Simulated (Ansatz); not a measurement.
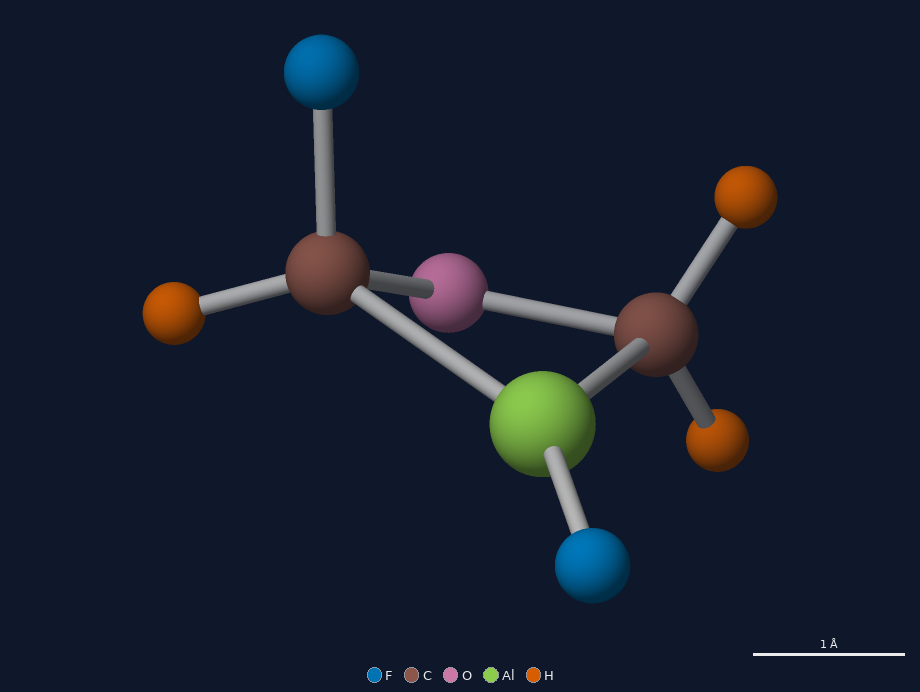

The picture shows a molecular structure as a ball-and-stick model. Every bond is drawn as one stick, whatever its order.

**Count the atoms of each element.**

C2H3AlF2O, 9 atoms: 2 carbon, 3 hydrogen, 1 aluminium, 2 fluorine and 1 oxygen.

**Give the symmetry (Schoenflies symbol).**

C1.

**What is its SMILES?**

F[C@H]1O[CH2][Al]1[F]

**How many atoms are distinct by symmetry?**

9: 1 F, 1 C, 1 O, 1 C, 1 Al, 1 F, 1 H, 1 H, 1 H.

More results for the same structure follow; atom numbers are the same in all pictures, views and colours differ. Computed geometry: PBE0-D4/def2-TZVP optimisation.

## Charges

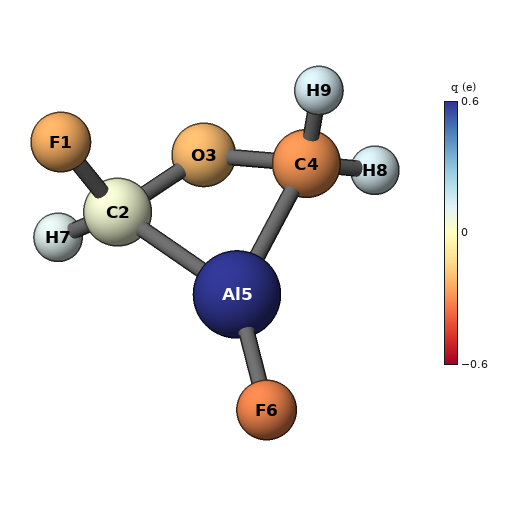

Atoms are coloured by their Mulliken charges. Method: RKS PBE0-D4/def2-TZVP (Ansatz 0.2.0).

List the Mulliken charges.

| atom | value (e) |
| --- | --- |
| F1 | −0.23 |
| C2 | 0.04 |
| O3 | −0.20 |
| C4 | −0.28 |
| Al5 | 0.59 |
| F6 | −0.31 |
| H7 | 0.11 |
| H8 | 0.13 |
| H9 | 0.13 |

## Vibrations

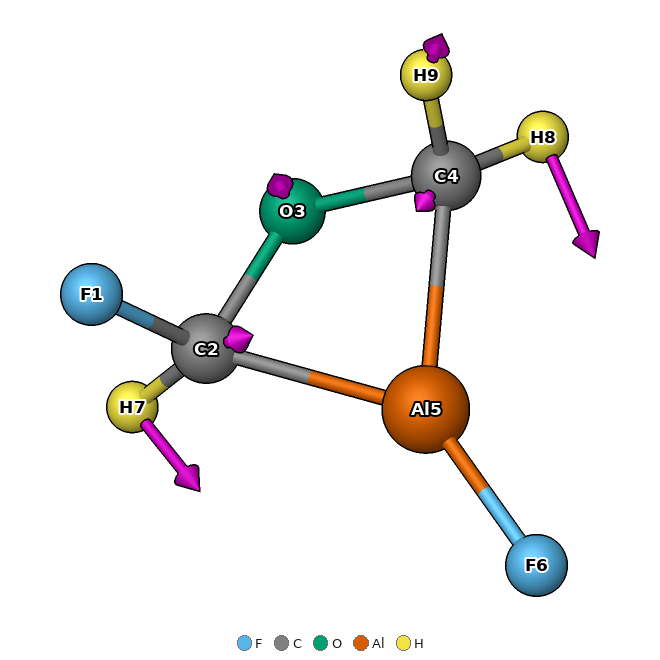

The arrows show one normal mode. Harmonic vibrations computed with RKS PBE0-D4/def2-TZVP (Ansatz 0.2.0) at a stationary point of the same level.

**Estimate its harmonic wavenumber.**

749 cm⁻¹; it is mode 9 of 21 counted from the lowest.

## Dipole moment

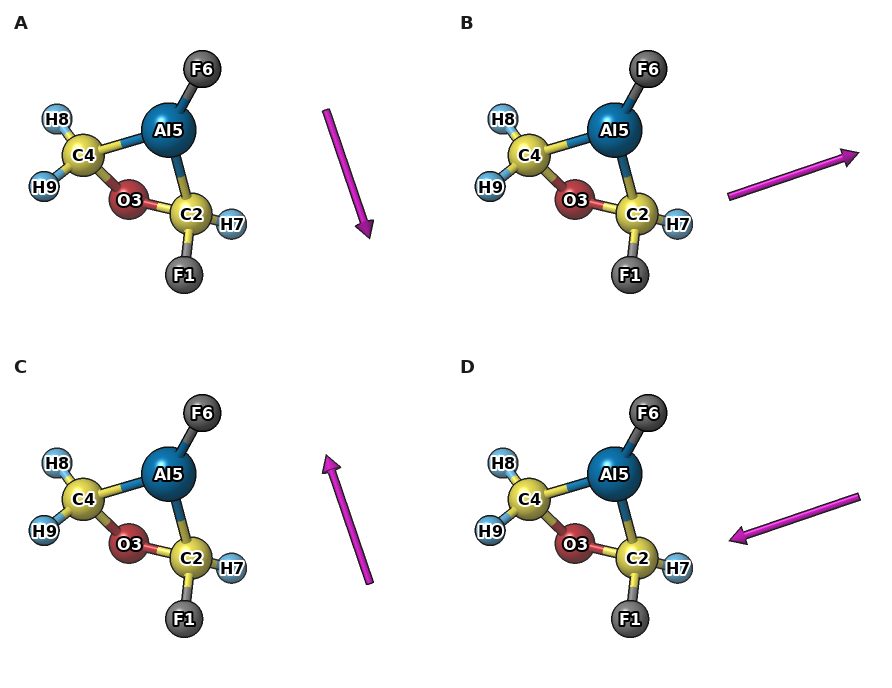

The same molecule four times, each with an arrow. Method: RKS r2SCAN-D4/def2-TZVPP (Ansatz 0.2.0).

**Which arrow points along the dipole moment, from the negative to the positive end?**

C. The dipole moment is 1.46 D; it points from the side of F1 to the side of H8 (the outermost atoms at the two ends).

## Thermal motion

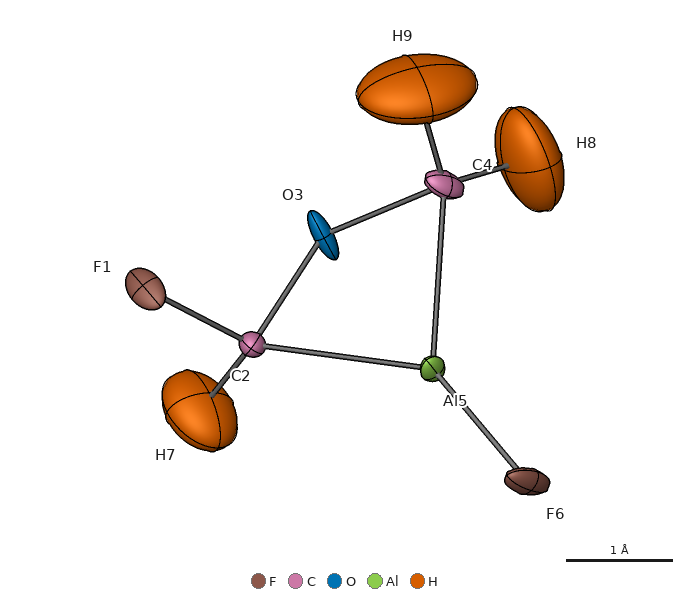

Displacement ellipsoids at the 50 % level, enlarged 2 times, from the internal vibrations of the free molecule (harmonic, no overall translation or rotation; no half-axis is drawn under 0.075 Å). Vibrations computed with RKS PBE0-D4/def2-TZVP (Ansatz 0.2.0). Temperature: 100 K.

**Which atom moves most?**

H9, with U_eq = 0.0212 Å².

**Does H9 move more along its bond or across it?**

Across it: the root-mean-square amplitude is 0.090 Å along the bond and up to 0.188 Å across, since bending and torsion are softer than stretching.

Give the displacement parameters, one line for each set of equivalent atoms.

| atom | U_eq (Å²) | rms amplitudes (Å) |
| --- | --- | --- |
| F1 | 0.0036 | 0.025, 0.052, 0.087 |
| C2 | 0.0022 | 0.039, 0.041, 0.057 |
| O3 | 0.0033 | 0.030, 0.041, 0.086 |
| C4 | 0.0030 | 0.036, 0.049, 0.072 |
| Al5 | 0.0023 | 0.029, 0.040, 0.067 |
| F6 | 0.0040 | 0.036, 0.048, 0.092 |
| H7 | 0.0144 | 0.080, 0.115, 0.153 |
| H8 | 0.0188 | 0.089, 0.138, 0.171 |
| H9 | 0.0212 | 0.082, 0.147, 0.188 |

Mulliken values depend strongly on the basis set and can even reverse the polarity of a bond.
